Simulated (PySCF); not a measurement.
Input

```
{"job": {"kind": "uv", "xc": "CAM-B3LYP", "basis": "def2-SVPD", "ip": true, "nstates": 15}, "charge": 0, "multiplicity": 1}
Al    -0.751454     0.276895     0.996647
O     -1.958310     0.513508     2.160924
O      0.646864     1.229856     0.963918
S     -0.869355    -1.241716    -0.549495
Si     0.940525    -0.771004    -1.627186
H     -2.789290     0.041730     2.227516
H      0.867940     1.958158     1.544948
H      0.965742    -1.727519    -2.772047
H      0.919126     0.622990    -2.154212
H      2.152882    -0.979650    -0.786604
```

Command:

```sh
OMP_NUM_THREADS=1 python probes_run.py task.json out
```

Geometry: PBE0-D3(BJ)/def2-SVP.

These are results of CAM-B3LYP/def2-SVPD, SCF density, gas phase (PySCF 2.14.0), not measurements.

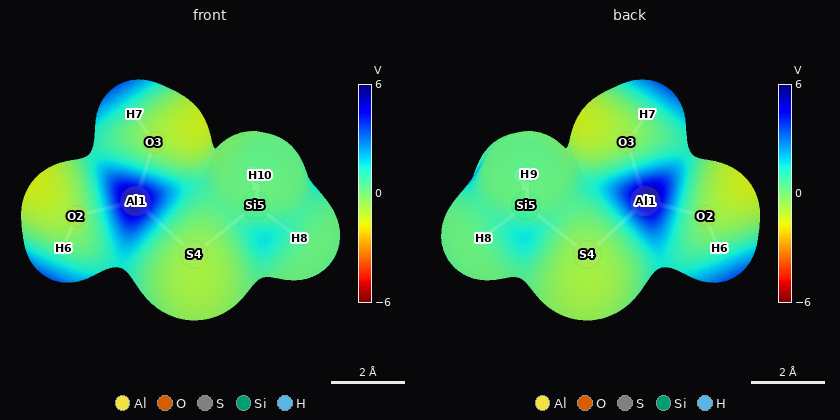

AlH5O2SSi ((OH)2Al-S-SiH3). The molecular electrostatic potential painted on the density surface at 0.004 e/bohr³, seen from the front and from behind; red is negative and blue positive.

Question: Which sites attract a positive test charge, and which a negative one?

Answer: A positive charge is drawn to the negative regions and a negative charge to the positive ones. The most negative region (about −1.4 V) lies over O2, the most positive (about +5.3 V) over Al1. O2 is the likeliest acceptor of a hydrogen bond.

Question: How polar is the molecule by this calculation?

Answer: Its dipole moment is 1.13 D.
